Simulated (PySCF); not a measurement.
Vertical excitations of a molecule C2H14Si4 from PySCF with TDA-PBE/def2-SVPD, as energy in eV (oscillator strength): 6.05 (0.005), 6.36 (0.003), 6.60 (0.038), 6.63 (0.017), 6.82 (0.000), 6.83 (0.010). Lowest triplet (TDA): 5.82 eV. Geometry: ωB97X-D3(BJ)/def2-SVP. The values are those of a single conformer.

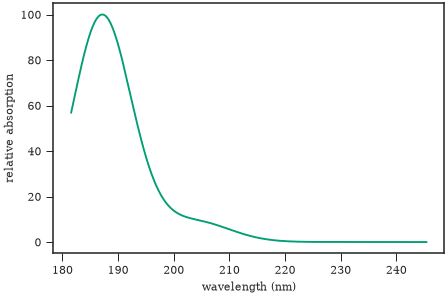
Figure. The lines broadened by 0.4 eV.

Problem. Pick the molecule that these values belong to.
A. [SiH3][SiH2]CC[SiH2][SiH3]
B. [SiH3]C[SiH2]C([SiH3])[SiH3]
C. [SiH3][SiH2]CC([SiH3])[SiH3]
D. [SiH3]C([SiH3])C([SiH3])[SiH3]

Solution. D, [SiH3]C([SiH3])C([SiH3])[SiH3]
